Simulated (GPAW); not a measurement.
# PbF2 (Fluorocronite): optical spectrum from first principles

Wanted: where PbF2 (Fluorocronite) starts to absorb, how strongly, and its refractive index. The cell comes from an older database entry, whose edges can differ from later determinations, mostly by under a per cent.

Main program and level: GPAW 26.7.0; DFT, LDA, plane-wave PAW (GPAW data sets), scalar-relativistic, RPA, optical limit.

The database entry behind the starting cell differs from later determinations by our own check (0.1 to 0.3 % short, probably kX units), so it need not match the best structure at ambient conditions.

**1. The starting structure**

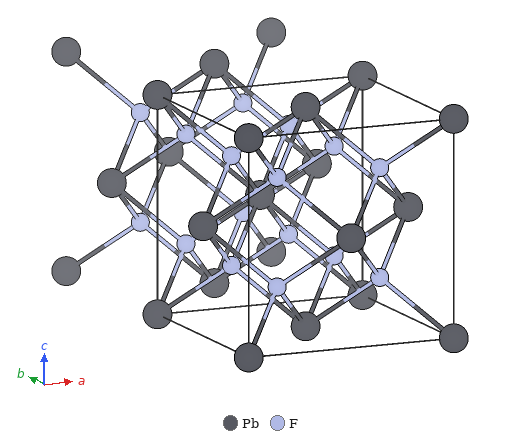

The cell as given, slightly off an axis (lead dark grey, fluorine light blue). 1×2×1 cells are drawn. This picture shows the conventional cell, with its axes. Some periodic images of atoms are drawn too.

Coordinates:

```
Pb F
1.0
     0.00000    2.96366    2.96366
     2.96366    0.00000    2.96366
     2.96366    2.96366    0.00000
Pb F
1 2
Direct
  0.00000 0.00000 0.00000
  0.75000 0.75000 0.75000
  0.25000 0.25000 0.25000
```

**2. Ground state**

First the ground state: is it a metal or has it a gap?

This step: DFT, LDA, plane-wave PAW (GPAW data sets), scalar-relativistic, ground state (GPAW 26.7.0).

Contents of gs.py:

```python
from ase import Atoms
from ase.dft.bandgap import bandgap
from gpaw import GPAW, PW, FermiDirac

atoms = Atoms(['Pb', 'F', 'F'],
              cell=[[0.000000000000, 2.963660000000, 2.963660000000],
                    [2.963660000000, 0.000000000000, 2.963660000000],
                    [2.963660000000, 2.963660000000, 0.000000000000]],
              scaled_positions=[[0.000000000000, 0.000000000000, 0.000000000000],
                                [0.750000000000, 0.750000000000, 0.750000000000],
                                [0.250000000000, 0.250000000000, 0.250000000000]],
              pbc=[True, True, True])
atoms.calc = GPAW(mode=PW(450), xc='LDA', kpts={'size': (7, 7, 7), 'gamma': True},
                  occupations=FermiDirac(0.05), maxiter=150, txt='gs.txt')
print('energy (eV)', atoms.get_potential_energy())
print('Fermi level (eV)', atoms.calc.get_fermi_level())
print('valence electrons', atoms.calc.get_number_of_electrons())
print('gap (eV)', bandgap(atoms.calc, output=None)[0])
print('direct gap (eV)', bandgap(atoms.calc, direct=True, output=None)[0])
atoms.calc.write('gs.gpw')
```

Command:

```sh
$ OMP_NUM_THREADS=1 python gs.py
```

Numbers of over 12 decimals in the logs are rounded to 6 here.

The log of the run:

```text
__  _  _
 | _ |_)|_||  |
 |__||  | ||/\| - 26.7.0

Versions:
  Python: 3.12.14
  ASE:    3.29.0
  Numpy:  2.5.5
  Scipy:  1.18.1
  Libxc:  7.0.0

Input parameters:
  mode=PW(ecut=450.000000),
  kpts=MonkhorstPack(size=(7, 7, 7), gamma=True),
  maxiter=150,
  occupations=Occupations(name='fermi-dirac', width=0.05, fixmagmom=False),
  xc=XC(name='LDA')

Diagonalizing LCAO Hamiltonian
Converting LCAO to pw mode

                     F

            F

       Pb

Atoms  # Å, Bohr magnetons
|   | symbol |        x |        y |        z |    initial magnetic moments |
| 0 |     Pb | 0.000000 | 0.000000 | 0.000000 | ( 0.0000,  0.0000,  0.0000) |
| 1 |      F | 4.445490 | 4.445490 | 4.445490 | ( 0.0000,  0.0000,  0.0000) |
| 2 |      F | 1.481830 | 1.481830 | 1.481830 | ( 0.0000,  0.0000,  0.0000) |

Unit cell  # Å
| periodic |        x |        y |        z |  lengths |    angles |
|      yes | 0.000000 | 2.963660 | 2.963660 | 4.191248 | 60.000000 |
|      yes | 2.963660 | 0.000000 | 2.963660 | 4.191248 | 60.000000 |
|      yes | 2.963660 | 2.963660 | 0.000000 | 4.191248 | 60.000000 |

Number of symmetries: 48
Symmetry operations  # r_c * U_cc + t_c -> r_c
|    | kind |            matrix            |
|  0 |  σ   |  1, 0, 0,  1, 0,-1,  1,-1, 0 |
|  1 |  C2  |  1, 0, 0,  1,-1, 0,  1, 0,-1 |
|  2 |  E   |  1, 0, 0,  0, 1, 0,  0, 0, 1 |
|  3 |  σ   |  1, 0, 0,  0, 0, 1,  0, 1, 0 |
|  4 |  C4  |  1, 0,-1,  1, 0, 0,  1,-1, 0 |
|  5 |  S6  |  1, 0,-1,  1,-1, 0,  1, 0, 0 |
|  6 |  σ   |  1, 0,-1,  0, 1,-1,  0, 0,-1 |
|  7 |  C3  |  1, 0,-1,  0, 0,-1,  0, 1,-1 |
|  8 |  S6  |  1,-1, 0,  1, 0, 0,  1, 0,-1 |
|  9 |  C4  |  1,-1, 0,  1, 0,-1,  1, 0, 0 |
| 10 |  C3  |  1,-1, 0,  0,-1, 1,  0,-1, 0 |
| 11 |  σ   |  1,-1, 0,  0,-1, 0,  0,-1, 1 |
| 12 |  σ   |  0, 1, 0,  1, 0, 0,  0, 0, 1 |
| 13 |  C4  |  0, 1, 0,  0, 1,-1, -1, 1, 0 |
| 14 |  C3  |  0, 1, 0,  0, 0, 1,  1, 0, 0 |
| 15 |  S6  |  0, 1, 0, -1, 1, 0,  0, 1,-1 |
| 16 |  C2  |  0, 1,-1,  1, 0,-1,  0, 0,-1 |
| 17 |  σ   |  0, 1,-1,  0, 1, 0, -1, 1, 0 |
| 18 |  S4  |  0, 1,-1,  0, 0,-1,  1, 0,-1 |
| 19 |  C4  |  0, 1,-1, -1, 1, 0,  0, 1, 0 |
| 20 |  C3  |  0, 0, 1,  1, 0, 0,  0, 1, 0 |
| 21 |  σ   |  0, 0, 1,  0, 1, 0,  1, 0, 0 |
| 22 |  S6  |  0, 0, 1,  0,-1, 1, -1, 0, 1 |
| 23 |  C4  |  0, 0, 1, -1, 0, 1,  0,-1, 1 |
| 24 |  S4  |  0, 0,-1,  1, 0,-1,  0, 1,-1 |
| 25 |  C3  |  0, 0,-1,  0, 1,-1,  1, 0,-1 |
| 26 |  C2  |  0, 0,-1,  0,-1, 0, -1, 0, 0 |
| 27 |  S6  |  0, 0,-1, -1, 0, 0,  0,-1, 0 |
| 28 |  S4  |  0,-1, 1,  1,-1, 0,  0,-1, 0 |
| 29 |  C4  |  0,-1, 1,  0, 0, 1, -1, 0, 1 |
| 30 |  C2  |  0,-1, 1,  0,-1, 0,  1,-1, 0 |
| 31 |  σ   |  0,-1, 1, -1, 0, 1,  0, 0, 1 |
| 32 |  C3  |  0,-1, 0,  1,-1, 0,  0,-1, 1 |
| 33 |  S6  |  0,-1, 0,  0, 0,-1, -1, 0, 0 |
| 34 |  S4  |  0,-1, 0,  0,-1, 1,  1,-1, 0 |
| 35 |  C2  |  0,-1, 0, -1, 0, 0,  0, 0,-1 |
| 36 |  C2  | -1, 1, 0,  0, 1, 0,  0, 1,-1 |
| 37 |  S6  | -1, 1, 0,  0, 1,-1,  0, 1, 0 |
| 38 |  S4  | -1, 1, 0, -1, 0, 1, -1, 0, 0 |
| 39 |  C3  | -1, 1, 0, -1, 0, 0, -1, 0, 1 |
| 40 |  S6  | -1, 0, 1,  0, 0, 1,  0,-1, 1 |
| 41 |  C2  | -1, 0, 1,  0,-1, 1,  0, 0, 1 |
| 42 |  C3  | -1, 0, 1, -1, 1, 0, -1, 0, 0 |
| 43 |  S4  | -1, 0, 1, -1, 0, 0, -1, 1, 0 |
| 44 |  C2  | -1, 0, 0,  0, 0,-1,  0,-1, 0 |
| 45 |  i   | -1, 0, 0,  0,-1, 0,  0, 0,-1 |
| 46 |  σ   | -1, 0, 0, -1, 1, 0, -1, 0, 1 |
| 47 |  C2  | -1, 0, 0, -1, 0, 1, -1, 1, 0 |

BZ-sampling:
  Number of BZ points: 343
  Number of IBZ points: 20

  Monkhorst-Pack size: [7, 7, 7]
  Monkhorst-Pack shift: [0, 0, 0]

K-points  # in reciprocal-cell coordinates
|     |                                coordinates |     weight |
|   0 | (  0.00000000,   0.00000000,   0.00000000) | 0.00291545 |
|   1 | (  0.14285714,   0.14285714,   0.00000000) | 0.01749271 |
|   2 | (  0.14285714,   0.14285714,   0.14285714) | 0.02332362 |
|   3 | (  0.28571429,   0.14285714,   0.14285714) | 0.03498542 |
|   4 | (  0.28571429,   0.28571429,   0.00000000) | 0.01749271 |
|   5 | (  0.28571429,   0.28571429,   0.14285714) | 0.06997085 |
|   6 | (  0.28571429,   0.28571429,   0.28571429) | 0.02332362 |
|   7 | (  0.42857143,  -0.28571429,  -0.28571429) | 0.03498542 |
|   8 | (  0.42857143,   0.28571429,  -0.42857143) | 0.13994169 |
|   9 | (  0.42857143,   0.28571429,  -0.28571429) | 0.06997085 |
| ... |                                            |            |
|  19 | (  0.42857143,   0.42857143,   0.42857143) | 0.02332362 |

Plane wave coefficients: 1143
Cutoff: 450.000000 eV

Spin-components: 1 (collinear spins)
Bands:           17
Projectors:      16
Spin-degeneracy: 2
Datatype:        complex128

Parallelization:
  kpt:    1
  domain: 1
  band:   1

Density:
  Valence electrons: 28.0
  Components: 1
  Grid points: [21 21 21]
  Charge: 0.0  # |e|

Potential:
  Grid points: [21 21 21]

species:
  Pb:
    name:    Lead
    id:
    Z:       82.0
    valence: 14
    core:    68
    charge:  0.0  # [|e|]
    compensation charges:
      type: gauss
      rc: 0.38  # [Å]
      lmax: 2
    cutoffs:
      filter: 2.36  # [Å]
      core: 2.43  # [Å]
    projectors
    | kind |    occ | energy [eV] | rcut [Å] |
    |   6s |  2.000 |     -12.249 |    1.259 |
    |   6p |  2.000 |      -3.713 |    1.275 |
    |   5d | 10.000 |     -21.326 |    1.217 |
    |    s |        |      14.962 |    1.259 |
    |    p |        |      23.498 |    1.275 |
    |    d |        |       5.885 |    1.217 |

    Using partial waves for Pb as LCAO basis

  F:
    name:    Fluorine
    id:
    Z:       9.0
    valence: 7
    core:    2
    charge:  0.0  # [|e|]
    compensation charges:
      type: gauss
      rc: 0.20  # [Å]
      lmax: 2
    cutoffs:
      filter: 1.14  # [Å]
      core: 0.74  # [Å]
    projectors
    | kind |    occ | energy [eV] | rcut [Å] |
    |   2s |  2.000 |     -29.647 |    0.635 |
    |   2p |  5.000 |     -11.293 |    0.635 |
    |    s |        |      -2.435 |    0.635 |
    |    p |        |      15.918 |    0.635 |
    |    d |        |       0.000 |    0.635 |

    Using partial waves for F as LCAO basis

Reference energy: -572368.851215  # eV

eigensolver:
  PPCG
  Converge bands: occupied
  niter=2

density mixing:
  MSR1-Mixer
  Pratt-step length: 0.05
  Maximum mixing coefficient: 0.75
  Old densities: 10
  SVD Regularization: 0.005
  Good broyden scale: 1.0
  Trust region scale: 1.0
  Backstep threshold: 4.0
  History deletion threshold: 6.0
  Fourier metric: weight=20.0, sigma=0.015

occupation numbers:
  Fermi-Dirac:
    width: 0.0500  # eV

poisson solver:
  ecut: 3600.000000  # eV

xc functional:
  name: None

convergence criteria:
- Maximum [total energy] change in last 3 cyles: 0.0005 eV / valence electron
- Maximum integral of absolute [dens]ity change: 0.0001 electrons / valence electron
- Maximum integral of absolute [eigenst]ate change: 4e-08 eV^2 / valence electron
maximum number of iterations: 150

SCF iterations
|iter     |      energy | eigst |  dens |
|iter:   1||  -16.814875 | -0.04 |       |
|iter:   2||  -16.427699 | -1.46 | -1.11 |
|iter:   3||  -15.362685 | -0.55 | -1.15 |
|iter:   4||  -15.324440 | -2.55 | -1.56 |
|iter:   5||  -15.313264 | -3.67 | -1.82 |
|iter:   6||  -15.313319c| -4.69 | -2.85 |
|iter:   7||  -15.313333c| -6.43 | -3.23 |
|iter:   8||  -15.313333c| -7.52c| -4.52c|

Converged in 8 steps
SCF loop duration: 8.014 s (1.002 s/step)
Energy contributions relative to reference atoms: (reference = -572368.851215)

Energy contributions:
  Kinetic:          15.754142
  Coulomb:         -16.726820
  Zero:              0.331209
  External:          0.000000
  Xc:              -14.671863
  Entropy:          -0.000000
  Spinorbit:         0.000000
  ----------------------------
  Free energy:     -15.313333
  Extrapolated:    -15.313333

dipole moment: (-25.136186, -25.136186, -25.136186)  # |e|*Ang

Fermi level: 3.805
Eigenvalues  # (at kpt = [0.000, 0.000, 0.000])
| band index |      eig [eV] | occ [0-2] |
|          0 |       -18.711 |     2.000 |
|        ... |               |           |
|          6 |       -12.131 |     2.000 |
|          7 |        -2.606 |     2.000 |
|          8 |        -0.412 |     2.000 |
|          9 |        -0.411 |     2.000 |
|         10 |        -0.411 |     2.000 |
|         11 |         0.067 |     2.000 |
|         12 |         0.067 |     2.000 |
|         13 |         0.067 |     2.000 |
|         14 |         8.621 |     0.000 |
|         15 |         8.621 |     0.000 |
|         16 |         8.621 |     0.000 |

Gap: 4.229 eV
Transition (v -> c):
  (s=0, k=9, n=13, [0.43, 0.29, -0.29]) -> (s=0, k=16, n=14, [0.43, 0.43, 0.00])
Direct/indirect transitions are different
Direct gap: 4.461 eV
Transition at: (s=0, k=16, n=13, [0.43, 0.43, 0.00])

--- standard output ---
energy (eV) -15.313333
Fermi level (eV) 3.805391
valence electrons 28.0
gap (eV) 4.229299
direct gap (eV) 4.460899
```

The job ended after 9.9 s (1 thread of Arm Neoverse V1, shared host; peak memory 0.14 GiB).

Numbers from this step:

```
energy                 : -15.31 eV
Fermi energy           : 3.805 eV
gap on the k-mesh      : 4.229 eV
direct gap on the mesh : 4.461 eV
electrons              : 28
```

There is a gap, 4.23 eV on this mesh (points off the mesh can give less), so no carriers' term is needed.

**3. Bands for the response**

At the fixed density, many empty bands are solved on the mesh of the response, since the spectrum sums over them.

This step: DFT, LDA, plane-wave PAW (GPAW data sets), scalar-relativistic, bands at fixed density (GPAW 26.7.0).

Contents of nscf.py:

```python
from ase.dft.bandgap import bandgap
from gpaw import GPAW, FermiDirac

calc = GPAW('gs.gpw').fixed_density(kpts={'size': (16, 16, 16), 'gamma': True}, nbands=47, convergence={'bands': 41},
                                    occupations=FermiDirac(0.001), txt='nscf.txt')
print('gap (eV)', bandgap(calc, output=None)[0])
print('direct gap (eV)', bandgap(calc, direct=True, output=None)[0])
print('top band over the Fermi level (eV)', min(calc.get_eigenvalues(kpt=k)[40] for k in range(len(calc.get_ibz_k_points()))) - calc.get_fermi_level())
calc.write('full.gpw', mode='all')
```

Command:

```sh
$ OMP_NUM_THREADS=1 python nscf.py
```

The log of the run:

```text
Diagonalizing LCAO Hamiltonian
Converting LCAO to pw mode
convergence criteria:
- Maximum integral of absolute [eigenst]ate change: 4e-08 eV^2 / valence electron
maximum number of iterations: 150

SCF iterations
|iter     |      energy | eigst |  dens |
|iter:   1||             | +3.44 |       |
|iter:   2||             | +2.13 |       |
|iter:   3||             | +1.24 |       |
|iter:   4||             | +0.22 |       |
|iter:   5||             | -0.65 |       |
|iter:   6||             | -1.51 |       |
|iter:   7||             | -2.25 |       |
|iter:   8||             | -2.98 |       |
|iter:   9||             | -3.61 |       |
|iter:  10||             | -4.20 |       |
|iter:  11||             | -4.71 |       |
|iter:  12||             | -5.17 |       |
|iter:  13||             | -5.58 |       |
|iter:  14||             | -6.01 |       |
|iter:  15||             | -6.46 |       |
|iter:  16||             | -6.88 |       |
|iter:  17||             | -7.34 |       |
|iter:  18||             | -7.75c|       |
SCF steps: 18
  __  _  _
 | _ |_)|_||  |
 |__||  | ||/\| - 26.7.0

Versions:
  Python: 3.12.14
  ASE:    3.29.0
  Numpy:  2.5.5
  Scipy:  1.18.1
  Libxc:  7.0.0

Input parameters:
  mode=PW(ecut=450.000000),
  convergence={'bands': 41},
  gpts=array([21, 21, 21]),
  kpts=MonkhorstPack(size=(16, 16, 16), gamma=True),
  maxiter=150,
  nbands=47,
  occupations=Occupations(name='fermi-dirac', width=0.001, fixmagmom=False),
  parallel={},
  xc=XC(name='LDA')

--- standard output ---
gap (eV) 4.186977
direct gap (eV) 4.357186
top band over the Fermi level (eV) 32.163537
```

Wall time 4.6 min (1 thread); peak memory 0.3 GiB.

This step gave:

- gap on the k-mesh: 4.187 eV
- direct gap on the mesh: 4.357 eV

**4. Dielectric function, RPA**

Local fields let the induced charge screen the field inside the cell, which as a rule lowers ε, most along directions where the density is uneven.

This step: DFT, LDA, plane-wave PAW (GPAW data sets), scalar-relativistic, RPA, optical limit (GPAW 26.7.0).

Contents of df.py:

```python
from gpaw.response.df import DielectricFunction

df = DielectricFunction('full.gpw', frequencies={'type': 'nonlinear', 'domega0': 0.03, 'omega2': 8},
                        ecut=30,
                        eta=0.15,
                        nbands=41,
                        txt='df.txt')
for direction in ['x']:
    df.get_dielectric_function(xc='RPA', direction=direction, filename=f'df_{direction}.csv')
```

Command:

```sh
$ OMP_NUM_THREADS=1 python df.py
```

The log of the run:

```text
Using integrator: PointIntegrator
NonLinearFrequencyDescriptor(from 0.000 to 60.499 eV, 489 points)
Nonperiodic BCs:  [False False False]
Using integrator: PointIntegrator
NonLinearFrequencyDescriptor(from 0.000 to 60.499 eV, 489 points)
Nonperiodic BCs:  [False False False]

Calculating chi0 body with:
    Ground state adapter containing:
    Number of spins: 1
    Number of kpoints: 4096
    Number of irreducible kpoints: 145
    Number of completely occupied states: 14
    Number of partially occupied states: 14

    Linear response parametrization:
    q_c: [0.0, 0.0, 0.0]
    Number of frequency points: 489
    Planewave cutoff: 30.0
    Number of bands: 41
    Number of planewaves: 15
    Broadening (eta): 0.15

Integrating chi0 body.

Symmetries of q_c:
    Direct symmetries (Uq -> q): 48
    Indirect symmetries (TUq -> q): 0
In total 48 allowed symmetries.

145 groups of equivalent kpoints. 96.4599609375% reduction.

Integral kind: spectral function

Calculating chi0 optical extensions with:
    Ground state adapter containing:
    Number of spins: 1
    Number of kpoints: 4096
    Number of irreducible kpoints: 145
    Number of completely occupied states: 14
    Number of partially occupied states: 14

    Linear response parametrization:
    Number of frequency points: 489
    Planewave cutoff: 30.0
    Number of bands: 41
    Number of planewaves: 15
    Broadening (eta): 0.15
Integrating chi0 head and wings.

Symmetries of q_c:
    Direct symmetries (Uq -> q): 48
    Indirect symmetries (TUq -> q): 0
In total 48 allowed symmetries.

145 groups of equivalent kpoints. 96.4599609375% reduction.

Integral kind: spectral function wings
```

It took 36 s on 1 thread; peak memory 0.24 GiB.

This step gave:

```
electronic dielectric constant ε∞, mean over x, y and z (by symmetry where fewer were run) : 3.36
main peak of Im epsilon, first axis                                                        : 7.872 eV
```

The Im ε, E ∥ x has structure finer than the step of the table below, so its rows give means over 1 eV, whole bins alone (the curve runs from 0 to 19.9 eV). Peaks (eV: height): 5.4: 3.96, 6.9: 4.58, 7.8: 6.10, 9.3: 3.95, 14.3: 1.66, 16.9: 1.40.

Values under the direct gap are tails of Lorentzian lines. Table of Im ε, E ∥ x by photon energy; means over each step:

```csv
photon energy (eV),"Im ε, E ∥ x"
1,0.0133
2,0.0317
3,0.0683
4,0.249
5,2.42
6,3.05
7,3.88
8,4.28
9,2.91
10,2.04
11,1.21
12,0.703
13,0.856
14,1.10
15,0.546
16,0.947
17,1.34
18,1.27
19,1.34
```

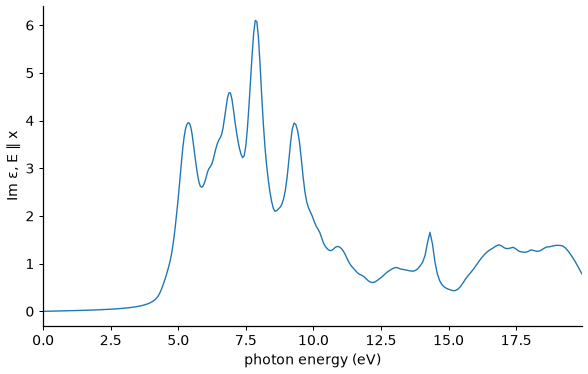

Im ε, E ∥ x against photon energy.

Table of Re ε, E ∥ x by photon energy:

```csv
photon energy (eV),"Re ε, E ∥ x"
0,3.36
2,3.54
4,4.57
6,3.98
8,-0.182
10,-0.393
12,0.512
14,1.20
16,1.51
18,0.901
```

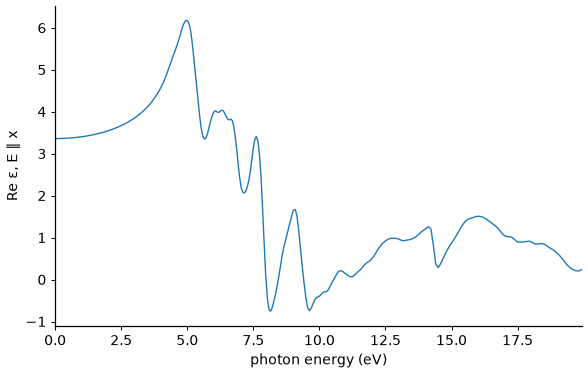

Re ε, E ∥ x, plotted against photon energy.

The reflectivity at normal incidence, E ∥ x has structure finer than the step of the table below, so its rows give means over 1 eV, whole bins alone (the curve runs from 0 to 19.9 eV). Peaks (eV: height): 5.2: 21.4, 6.9: 22.4, 8.0: 33.4, 9.6: 30.5, 14.4: 12.5, 19.7: 12.7.

The reflectivity at normal incidence, E ∥ x by photon energy; means over each step:

```csv
photon energy (eV),"reflectivity at normal incidence, E ∥ x (%)"
1,8.83
2,9.40
3,10.6
4,13.4
5,19.4
6,17.0
7,19.7
8,27.1
9,18.3
10,25.3
11,15.1
12,6.05
13,3.80
14,6.05
15,3.12
16,4.07
17,6.96
18,7.20
19,9.98
```

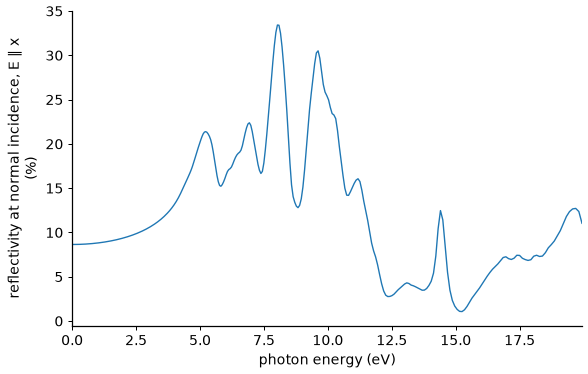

Reflectivity at normal incidence, E ∥ x, plotted against photon energy.

Refractive index n and extinction k against photon energy:

```csv
photon energy (eV),n,k
0,1.83,0
1,1.84,0.00355
2,1.88,0.00824
3,1.96,0.0167
4,2.14,0.0448
5,2.53,0.473
6,2.10,0.655
7,1.91,1.15
8,1.62,1.67
9,1.54,0.874
10,0.888,1.09
11,0.858,0.776
12,0.820,0.400
13,1.07,0.427
14,1.18,0.424
15,0.964,0.241
16,1.28,0.370
17,1.18,0.577
18,1.11,0.574
19,1.03,0.668
```

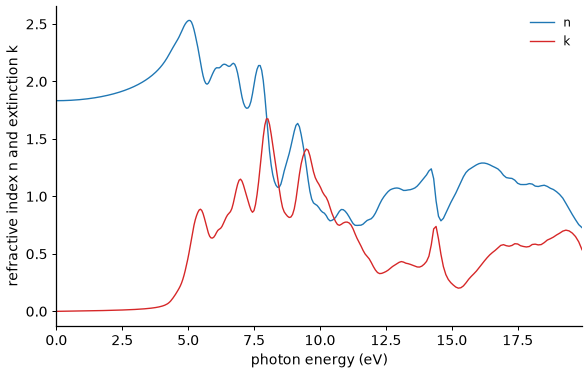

Refractive index n and extinction k, plotted against photon energy.

The Im ε, E ∥ x has structure finer than the step of the table below, so its rows give means over 1 eV, whole bins alone (the curve runs from 0 to 19.9 eV). Peaks (eV: height): without local fields 5.2: 5.43, 6.9: 5.17, 7.7: 5.63, 9.3: 4.04, 19.1: 1.56; with local fields 5.4: 3.96, 6.9: 4.58, 7.8: 6.10, 9.3: 3.95, 14.3: 1.66, 16.9: 1.40.

Values under the direct gap are tails of Lorentzian lines. Im ε, E ∥ x against photon energy; means over each step:

```csv
photon energy (eV),without local fields,with local fields
1,0.0168,0.0133
2,0.0406,0.0317
3,0.0915,0.0683
4,0.403,0.249
5,3.70,2.42
6,3.35,3.05
7,4.56,3.88
8,4.17,4.28
9,3.03,2.91
10,2.11,2.04
11,1.65,1.21
12,0.949,0.703
13,1.30,0.856
14,0.826,1.10
15,0.426,0.546
16,1.02,0.947
17,1.44,1.34
18,1.29,1.27
19,1.44,1.34
```

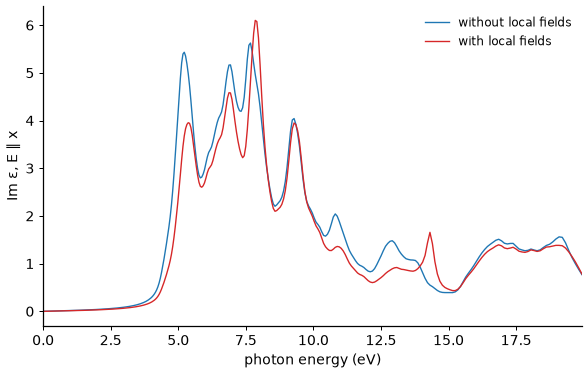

Im ε, E ∥ x, plotted against photon energy.

At chosen wavelengths:

```csv
wavelength (nm),n,k,R (%),1/α
1064,1.85,0.004,8.9,20 µm
633,1.88,0.008,9.3,6.3 µm
450,1.94,0.014,10.2,2.6 µm
365,2.01,0.023,11.3,1.3 µm
308,2.15,0.046,13.3,527 nm
248,2.53,0.472,20.2,42 nm
193,2.15,0.810,18.7,19 nm
```

Below the direct gap, k and the depth come from the tails of the Lorentzian lines, not from transitions.

**5. Outcome**

```
electronic dielectric constant ε∞, mean over x, y and z (by symmetry where fewer were run) (RPA) : 3.36
main peak of Im epsilon, first axis                                                              : 7.87 eV
```

In words: At this level (LDA, RPA) PbF2 has ε∞ = 3.36 and n = 1.84 at 1550 nm, and Im ε peaks at 7.9 eV. On the mesh the gap is 4.19 eV and the least direct gap 4.36 eV, so on this mesh the band edges lie at different points. Local fields change the static value along x from 3.69 to 3.36 (-9 %). Distinct maxima of Im ε, read by a parabola through the highest points, lie at 5.38 eV (4.0), 6.90 eV (4.6), 7.87 eV (6.1) and 9.30 eV (4.0). Excitons and phonon-assisted transitions are missing; LDA gaps are as a rule too small, which pulls the onset down and ε∞ up, while the missing spin-orbit coupling works the other way with such heavy atoms. Spin-orbit coupling is left out although heavy atoms are present. The sum runs over mesh points, so small or evenly spaced maxima can still be ripples of the mesh. In this version of GPAW the matrix elements of the optical limit are incomplete, which can lower ε − 1 by up to a tenth where first-row anions or d states rule, and shift it by more in d metals.

[Machine, clock and banner lines and Python warnings are left out of the logs.]

[Logs are printed without paths, hosts, clocks, repeated set-up lines and the standing remarks that a program may print on its own settings, such as how far it seeks lower states.]

[Hosts, paths, dates, database ids (printed as entryN), source tags and the programs' standing remarks are cut or masked in the printed files.]
